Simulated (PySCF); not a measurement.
## A study: C2H6Se, SMILES `C[Se]C`

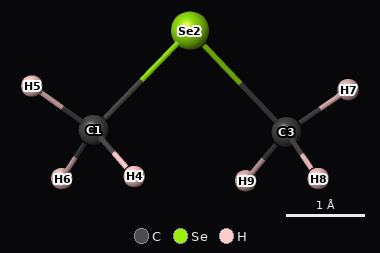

The molecule, with its atoms numbered as below. No frequency check shows the geometry to be a minimum.

Coordinates in Å:

```
C1       1.4610    0.8211    0.0004
Se2     -0.0000   -0.4744    0.0000
C3      -1.4610    0.8211   -0.0004
H4       1.3933    1.4366    0.8944
H5       2.3941    0.2653   -0.0019
H6       1.3939    1.4365   -0.8936
H7      -2.3941    0.2653    0.0019
H8      -1.3938    1.4366    0.8936
H9      -1.3933    1.4366   -0.8944
```

Part 1: Bonding charge

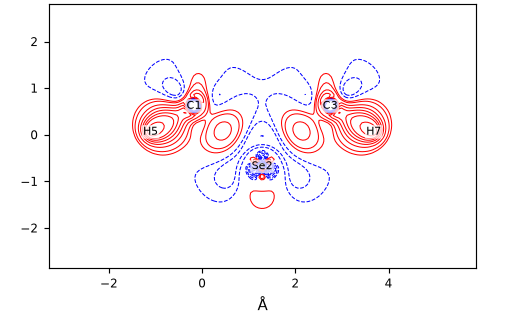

Deformation density (molecule less spherical, spin-averaged free atoms) in the plane of C1, Se2, C3, H5 and H7; contours at ±0.05 to ±0.8 e/Å³; solid red lines: gain, dashed blue lines: loss.

Level of theory: ωB97X/def2-TZVP (PySCF), at a geometry from GFN2-xTB.

Describe the bonding that the map shows.

Answer. C1–H5 and C3–H7: +0.75 e/Å³ at the bond critical point (bond length 1.09 Å, Mayer order 1.0). C1–Se2 and Se2–C3: +0.22 e/Å³ at the bond critical point (bond length 1.95 Å, Mayer order 1.1). In all, 2.1 electrons gather in the regions of gain relative to the promolecule.

Where do the Hirshfeld charges lie?

Answer. The highest Hirshfeld charge is on H5 and H7 (+0.05 e), the lowest on C1 and C3 (−0.15 e).

```
atom  charge (e)
  C1       −0.15
 Se2       +0.03
  C3       −0.15
  H4       +0.04
  H5       +0.05
  H6       +0.04
  H7       +0.05
  H8       +0.04
  H9       +0.04
```

Part 2: Bond critical points

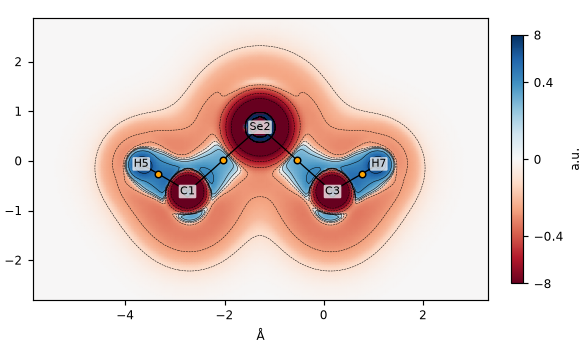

Negative Laplacian of the density (−∇²ρ) in the plane of C1, Se2, C3, H5 and H7 (blue positive, red negative, colour scale in a.u., logarithmic beyond ±0.04), with bond paths and bond critical points (dots).

Sort the bonds in the plane by the sign of ∇²ρ at their critical points.

Answer. Concentrated (∇²ρ < 0): C1–H5 and C3–H7 (−0.97 a.u.); C1–Se2 and Se2–C3 (−0.18 a.u.). At none is it depleted.

Where along C1–H5 does the critical point lie?

Answer. 0.70 Å from C1 and 0.39 Å from H5.

Part 3: Electrostatic potential

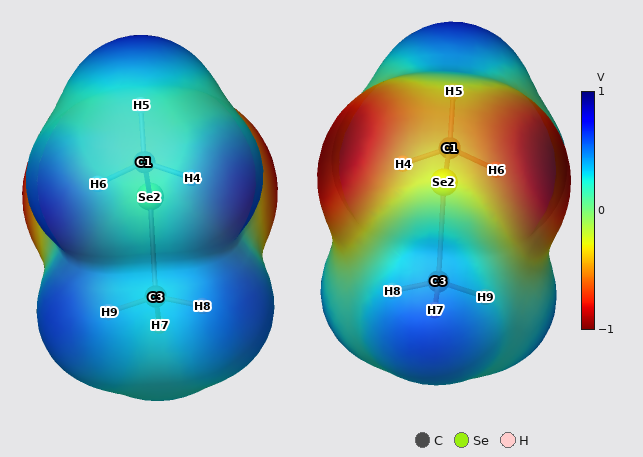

Electrostatic potential on the surface of electron density 0.001 a.u. (back view left, front view right).

Where are the extremes of the potential on the surface?

Answer. Highest: 0.69 V, 1.3 Å from H7, and at like points elsewhere. Lowest: −0.97 V, 2.4 Å from Se2, and at like points elsewhere. The surface is sampled at points, so like sites can differ by a few per cent and only the strongest of them is named.

Part 4: In an electric field

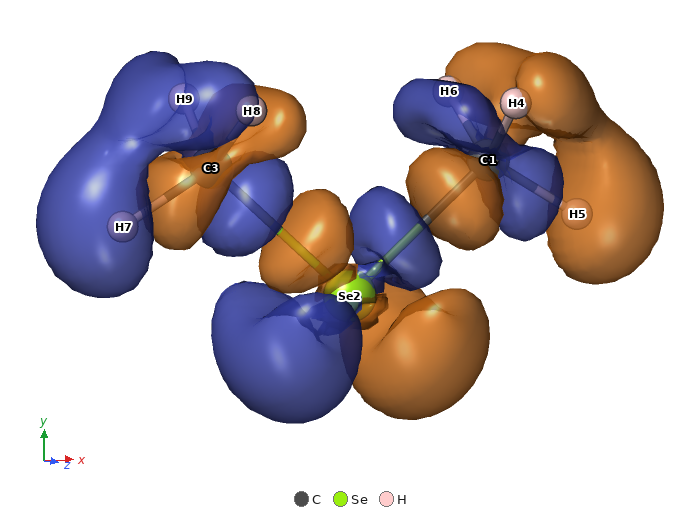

Change of the electron density in a uniform field of 0.21 V/Å, surfaces at ±0.002 e/Å³ (orange: gain, blue: loss).

Level of theory: ωB97X/def2-TZVP (PySCF), at a geometry from GFN2-xTB. A basis without diffuse functions makes polarisabilities too small.

The field was applied in both directions; the picture shows the one opposite to the script's first.

Along which Cartesian direction does the field point?

Answer. Along −x: electrons gather on the +x side, against the field.

How large is the response?

Answer. The induced dipole is 0.62 D (along the field); α along this axis, from the fields in both directions, is 60 bohr³ (9.0 Å³).

Part 5: Removing or adding an electron

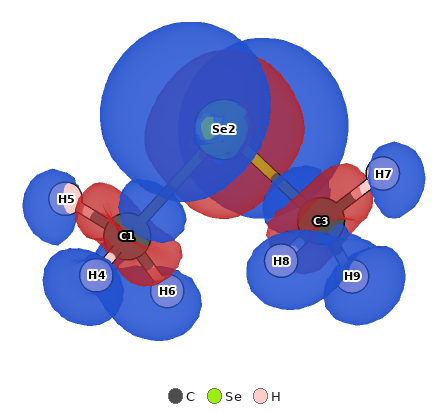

Fukui function f⁻ = ρ(N) − ρ(N−1) at fixed geometry, surfaces at ±0.02 e/Å³ (blue positive, red negative).

On which atoms does the density change most on removal of an electron?

Answer. f⁻ (Hirshfeld-condensed) is largest on Se2 (0.58); the vertical ionisation energy is 8.29 eV (the stability of the cation's solution wasn't checked). Condensed values hint at sites of electrophilic attack but needn't mark the atom that reacts. Orbital relaxation makes it negative in places (0.18 e in all).

| atom | f⁻ | charge |
| --- | --- | --- |
| C1 | +0.06 | −0.15 |
| Se2 | +0.58 | +0.03 |
| C3 | +0.06 | −0.15 |
| H4 | +0.05 | +0.04 |
| H5 | +0.04 | +0.05 |
| H6 | +0.05 | +0.04 |
| H7 | +0.04 | +0.05 |
| H8 | +0.05 | +0.04 |
| H9 | +0.05 | +0.04 |
